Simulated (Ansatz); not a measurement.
```yaml
atoms:
  - { symbol: F, position_ang: [-2.2030, 0.4907, 0.3158] }
  - { symbol: B, position_ang: [-0.9377, 0.2063, 0.1313] }
  - { symbol: C, position_ang: [0.4932, 0.6863, 0.0758] }
  - { symbol: C, position_ang: [0.1152, -0.8323, -0.1751] }
  - { symbol: H, position_ang: [0.8693, 1.2367, -0.7822] }
  - { symbol: H, position_ang: [1.0505, 0.8998, 0.9838] }
  - { symbol: H, position_ang: [0.2615, -1.2039, -1.1855] }
  - { symbol: H, position_ang: [0.4430, -1.5410, 0.5804] }
```

Geometry: PBE0-D4/def2-TZVP.

All numbers below come from Ansatz, RKS PBE0-D4/def2-TZVPP.

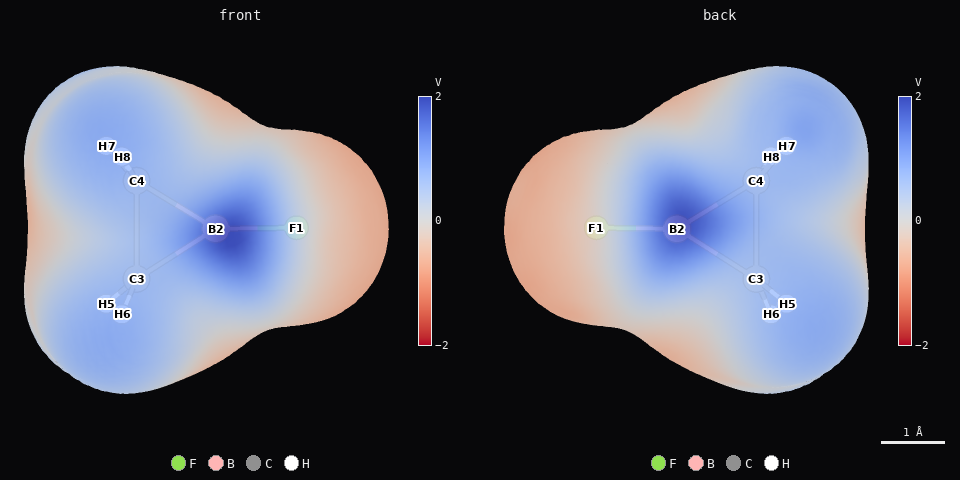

C2H4BF (SMILES FB1CC1). The electrostatic potential painted on the density surface at 0.002 e/bohr³, seen from the front and from behind; red is negative and blue positive.

Where is the surface potential most negative and most positive?

The most negative region (about −0.7 V) lies over F1, the most positive (about +1.9 V) over B2.
